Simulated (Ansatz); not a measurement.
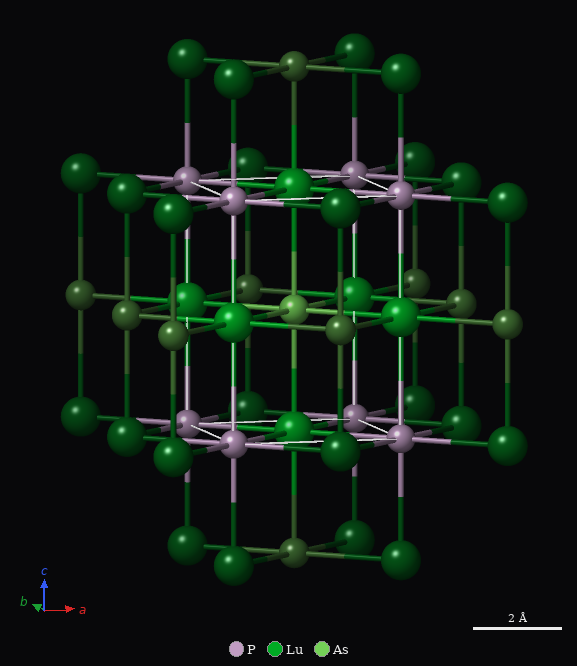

An orthographic ball-and-stick view of the structure, slightly off an axis. The wireframe shows the conventional unit cell. Bonded neighbours in the next cells are drawn too, in fainter colours.

Lu2AsP, space group P4/mmm (No. 123), a = 3.961 Å, b = 3.961 Å, c = 5.597 Å, α = 90.00°, β = 90.00°, γ = 90.00°. The structure was taken from a structure type filled with these elements by a generator (whether the compound takes this form wasn't checked). Earlier steps of the study may have refined or changed the cell and positions. A calculation with Ansatz used it as input.

This one geometry was computed with Ansatz (DFT, plane waves, PAW) at three levels of theory: PBE, r2SCAN and PBE with spin-orbit coupling. It was relaxed beforehand with r2SCAN.

**How does the band gap change with the level of theory?**

All levels give a metal.

**Collect the results in a table.**

| level | cutoff (eV) | k-mesh of the run's cell | gap (eV) | pressure (GPa) |
| --- | --- | --- | --- | --- |
| PBE | 420 | 6×6×6 | metal | 0.6 |
| r2SCAN | 500 | 6×6×6 | metal | -0.1 |
| PBE with spin-orbit coupling | 420 | 6×6×6 | metal | 0.3 |

Gaps are taken on the k-mesh or band path of each run.
